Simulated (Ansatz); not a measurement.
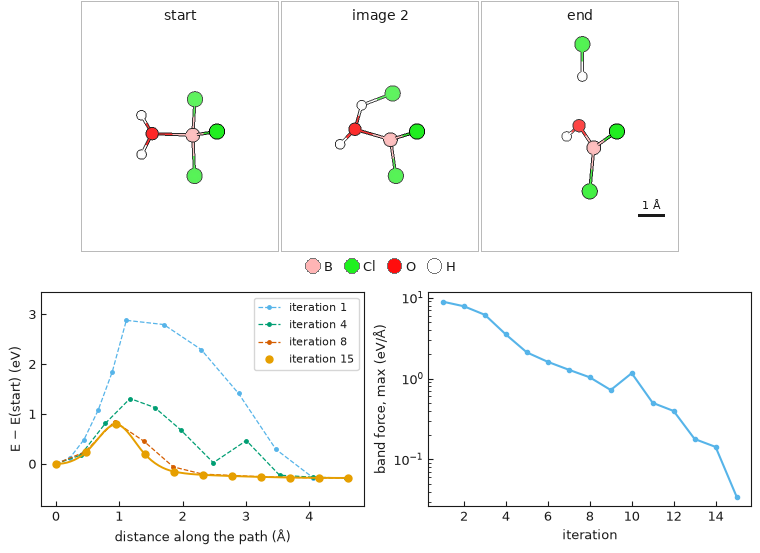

A nudged-elastic-band calculation for BH2OCl3. Images are numbered from 0 (start) to 10 (end). The plot follows the band through its iterations. A ball-and-stick model, seen face on.

Theory: RKS r2SCAN/6-31G* (Ansatz). Set-up: 9 movable images; climbing image; force threshold 0.05 eV/Å; iteration limit 60; spring constant 50.0 eV/Å²; starting path through a guess of the saddle point.

Question: Judge this run.

Answer: The run is converged, with reservations. The band converged in 15 iterations. The largest component of the band force went from 8.9 to 0.035 eV/Å. The climbing image converged on the top of the path. Its curvatures weren't checked. The spring constant is far from the usual few eV/Å², which spoils the spacing or the steps. The first iteration put the highest image at 2.88 eV. Forward barrier 0.79 eV, backward barrier 1.07 eV, with image 2 at the top; the reaction energy is −0.28 eV.

Cost: 2.5 min on 2 threads of AMD EPYC 9R45 96-Core Processor (Zen 5), with other jobs on the host, peak memory 0.17 GiB.
